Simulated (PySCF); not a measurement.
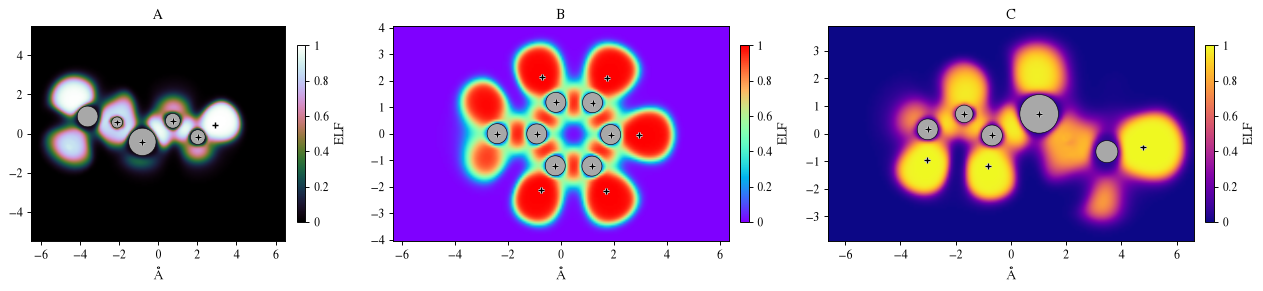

The ELF of 3 systems, each on a plane through atoms (crosses mark nuclei in the plane; grey discs cover the cores).

Theory: PBE0/pcSseg-1, SCF density, gas phase, non-relativistic (PySCF 2.14.0).

System 1: C$_{7}$H$_{10}$SSi (SMILES S[SiH2]Cc1ccccc1), the plane of atoms C6, C7 and C8. Geometry: GFN2-xTB.

```yaml
atoms:
  - { symbol: S, position_ang: [-2.5472, 1.8218, -0.4976] }
  - { symbol: Si, position_ang: [-2.5040, 0.1667, 0.8718] }
  - { symbol: C, position_ang: [-1.3237, -1.1729, 0.1919] }
  - { symbol: C, position_ang: [0.0398, -0.6069, -0.0384] }
  - { symbol: C, position_ang: [0.4224, -0.1620, -1.2993] }
  - { symbol: C, position_ang: [1.6697, 0.4028, -1.5016] }
  - { symbol: C, position_ang: [2.5527, 0.5338, -0.4438] }
  - { symbol: C, position_ang: [2.1811, 0.0951, 0.8166] }
  - { symbol: C, position_ang: [0.9334, -0.4652, 1.0177] }
  - { symbol: H, position_ang: [-1.2587, 1.7831, -0.8088] }
  - { symbol: H, position_ang: [-3.8787, -0.3067, 0.9184] }
  - { symbol: H, position_ang: [-2.0251, 0.6541, 2.1624] }
  - { symbol: H, position_ang: [-1.2746, -1.9890, 0.9123] }
  - { symbol: H, position_ang: [-1.7241, -1.5768, -0.7388] }
  - { symbol: H, position_ang: [-0.2592, -0.2703, -2.1322] }
  - { symbol: H, position_ang: [1.9504, 0.7405, -2.4887] }
  - { symbol: H, position_ang: [3.5262, 0.9741, -0.5997] }
  - { symbol: H, position_ang: [2.8651, 0.1915, 1.6471] }
  - { symbol: H, position_ang: [0.6446, -0.8045, 2.0030] }
```

System 2: C$_{4}$H$_{11}$NOSi$_{2}$, the plane of atoms N2, C3 and H12. Geometry: PBE0-D3(BJ)/def2-SVP.

```xyz
19

C     3.7912   -0.3804   -0.3283
N     2.4503   -0.2936   -0.8306
C     1.5776    0.3540   -0.1721
Si   -0.1850    0.3613   -0.8298
C    -1.2223   -1.0684   -0.1324
C    -2.6594   -0.5380    0.0630
Si   -2.4939    1.2850    0.5567
O    -1.0441    1.6666   -0.2022
H     4.0598   -1.4411   -0.1904
H     4.4889    0.0160   -1.0840
H     3.9484    0.1584    0.6279
H     1.8357    0.8564    0.7904
H    -0.1576    0.4181   -2.3183
H    -0.7824   -1.3473    0.8415
H    -1.1853   -1.9740   -0.7588
H    -3.2348   -1.1382    0.7863
H    -3.2144   -0.5778   -0.8904
H    -2.3647    1.4757    2.0345
H    -3.5960    2.1551    0.0534
```

System 3: C$_{2}$H$_{11}$FO$_{2}$Si$_{3}$, the plane of atoms C2, Si3 and O6. Geometry: GFN2-xTB.

```xyz
19

C    -2.5824   -1.3876   -0.2181
C    -1.0821   -1.6516   -0.1542
Si   -0.1596   -0.3041    0.7998
O    -0.3952    1.1068    0.0497
Si    0.0923    2.5863   -0.4141
O     1.4259   -0.6797    0.7882
Si    2.9566   -0.2039    0.7430
F     3.0992    1.1786    1.5485
H    -3.0087   -1.3684    0.7820
H    -3.0923   -2.1592   -0.7927
H    -2.7767   -0.4250   -0.6843
H    -0.9087   -2.6195    0.3171
H    -0.6921   -1.7284   -1.1715
H    -0.5336   -0.1375    2.1990
H    -0.2180    3.5002    0.6837
H     1.5214    2.5595   -0.7183
H    -0.7164    2.8419   -1.6062
H     3.7016   -1.1982    1.4890
H     3.3591    0.0992   -0.6179
```

Match each panel to its system.

Panel A is system 3, C$_{2}$H$_{11}$FO$_{2}$Si$_{3}$: the plane holds C, Si, O and H. C–C (1.52 Å): the ELF peaks at about 0.95 between the atoms, as expected for a covalent bond. Panel B is system 1, C$_{7}$H$_{10}$SSi: the plane holds C and H. C–C (1.38 Å): the ELF peaks at about 0.95 between the atoms; a covalent bond. Panel C is system 2, C$_{4}$H$_{11}$NOSi$_{2}$: the plane holds C, N, Si and H. C–N (1.27 Å): the ELF peaks at about 0.90 between the atoms: a multiple bond.
